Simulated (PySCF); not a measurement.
## NMR shielding calculation of C2H7NSi2

The run: NMR shielding calculation of C2H7NSi2, SMILES C#C[SiH2]N[SiH3]. Method and program: GIAO PBE0/pcSseg-1 NMR shielding, non-relativistic, gas phase (PySCF 2.14.0).

The geometry comes from this level: GFN2-xTB. Figures and captions count atoms from 1; the log counts them from 0 in places.

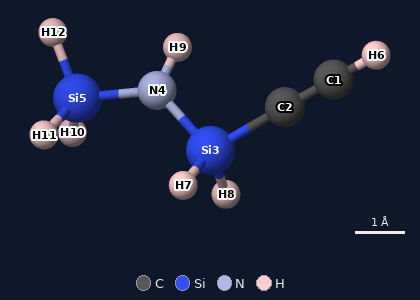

The input geometry (ball-and-stick view, seen at a tilt; atoms are numbered from 1 in the order of the input).

### Summary

- outcome: converged
- total energy: −713.683621 hartree
- HOMO: −7.44 eV
- LUMO: −0.32 eV
- dipole moment: 0.96 D
- isotropic shielding, C: 84.2 to 98.7 ppm
- isotropic shielding, Si: 405.9 to 406.4 ppm
- isotropic shielding, N: 269.4 ppm
- isotropic shielding, H: 26.6 to 31.9 ppm
- hardware: 1 CPU thread, shared host
- wall time: 9.1 s
- peak memory: 0.64 GiB

### Input
```
{"job": {"kind": "nmr", "xc": "PBE0", "basis": "pcSseg-1"}, "charge": 0, "multiplicity": 1}
C      3.276714    -0.440355     0.793178
C      2.138871    -0.634419     0.458607
Si     0.392322    -0.939901    -0.076524
N     -0.460070     0.519643     0.314239
Si    -2.148312     0.856959     0.146056
H      4.272223    -0.268625     1.089461
H     -0.195860    -2.048798     0.679832
H      0.383438    -1.212735    -1.521477
H      0.126380     1.321151     0.481424
H     -2.543100     0.898183    -1.267794
H     -2.882455    -0.212280     0.822655
H     -2.358951     2.160493     0.774965
```

The first line tells a small driver script what to run in PySCF; the rest is the geometry in Å.

Run as:
```bash
OMP_NUM_THREADS=1 python <driver script> task.json out
```

### Output
```
coarse grid: 10824 points
cycle   1  E = -713.5945127777  dE =  3.085e-01  |g| = 5.249e-01  |ddm| = 3.192e+00
cycle   2  E = -713.5500388345  dE =  4.447e-02  |g| = 6.829e-01  |ddm| = 1.123e+00
cycle   3  E = -713.6531440761  dE = -1.031e-01  |g| = 1.161e-01  |ddm| = 6.845e-01
cycle   4  E = -713.6559264885  dE = -2.782e-03  |g| = 4.738e-02  |ddm| = 1.170e-01
cycle   5  E = -713.6563947038  dE = -4.682e-04  |g| = 2.212e-02  |ddm| = 4.435e-02
cycle   6  E = -713.6565135039  dE = -1.188e-04  |g| = 2.350e-03  |ddm| = 1.752e-02
cycle   7  E = -713.6565150160  dE = -1.512e-06  |g| = 2.854e-04  |ddm| = 2.888e-03
final grid: 94864 points
cycle   8  E = -713.6836147183  dE = -1.457e-05  |g| = 5.321e-03  |ddm| = 2.138e-02
cycle   9  E = -713.6836093406  dE =  5.378e-06  |g| = 7.369e-03  |ddm| = 1.103e-02
cycle  10  E = -713.6836209878  dE = -1.165e-05  |g| = 7.342e-04  |ddm| = 6.312e-03
cycle  11  E = -713.6836211084  dE = -1.205e-07  |g| = 2.280e-04  |ddm| = 8.237e-04
cycle  12  E = -713.6836211164  dE = -8.032e-09  |g| = 1.482e-04  |ddm| = 2.389e-04
cycle  13  E = -713.6836211219  dE = -5.539e-09  |g| = 1.685e-05  |ddm| = 1.031e-04
cycle  14  E = -713.6836211220  dE = -6.082e-11  |g| = 3.006e-06  |ddm| = 1.866e-05
```

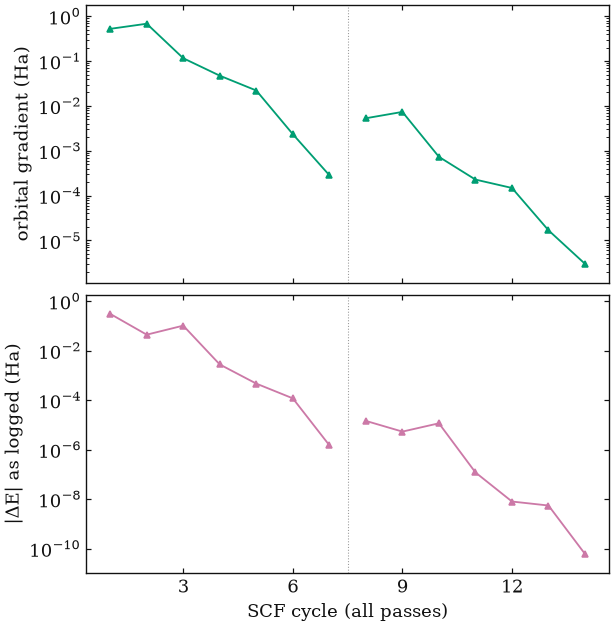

Convergence of the self-consistent field: orbital gradient and size of the energy change against the SCF cycle. The dotted line marks the change from a coarse to the final integration grid. The first 7 cycles use a coarse grid, the final grid takes over at cycle 8, and the field converges after 14 cycles in all.

```
converged SCF energy = -713.6836211220

GIAO shielding tensors (ppm)
atom      isotropic    diamagn.    paramagn.     s11        s22        s33       span
  0 C       84.207     260.392    -176.185     -1.571      3.793    250.399    251.970
  1 C       98.701     259.344    -160.643     -2.546      9.264    289.385    291.930
  2 Si     405.879     879.929    -474.050    362.798    398.452    456.386     93.588
  3 N      269.443     325.735     -56.292    237.887    270.602    299.841     61.954
  4 Si     406.361     879.064    -472.703    360.713    389.457    468.914    108.200
  5 H       29.793      32.946      -3.153     24.794     24.851     39.734     14.940
  6 H       26.675      28.717      -2.041     23.474     25.041     31.511      8.037
  7 H       26.603      28.836      -2.232     23.078     24.943     31.789      8.711
  8 H       31.950      33.818      -1.868     22.269     30.280     43.300     21.031
  9 H       26.929      28.590      -1.661     23.097     25.191     32.499      9.402
 10 H       27.001      28.696      -1.695     23.428     25.568     32.006      8.578
 11 H       26.984      28.433      -1.449     23.546     25.296     32.111      8.565
```

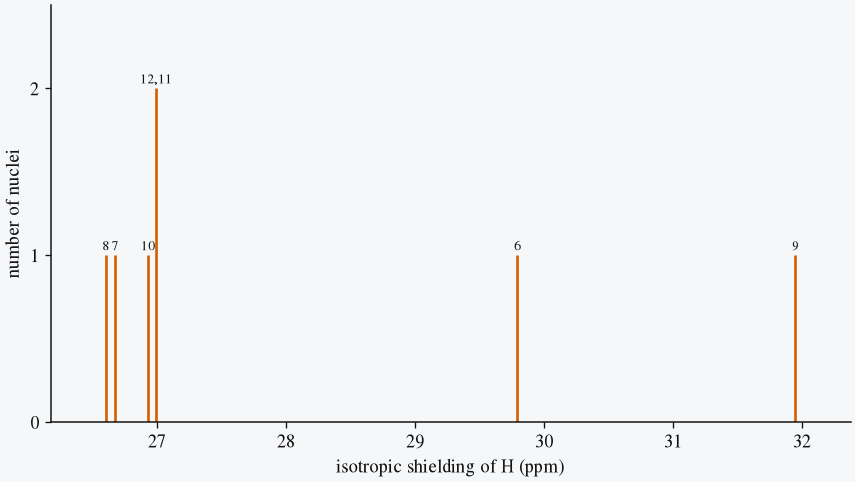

Isotropic shieldings of the hydrogen nuclei in this fixed geometry, labelled by atom number; shielding grows to the right, so chemical shift grows to the left. The least shielded is H8 (26.6 ppm), the most shielded H9 (31.9 ppm).

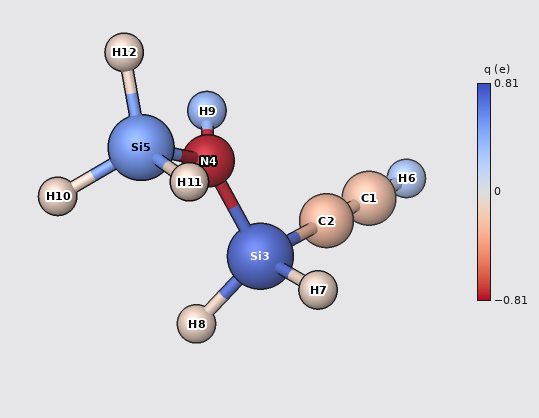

ESP-fitted charges, as the colour of each atom (ball-and-stick view, seen at a tilt; atoms are numbered from 1 in the order of the input). By element: C −0.29 to −0.26, Si +0.50 to +0.70, N −0.77 and H −0.12 to +0.37 e.
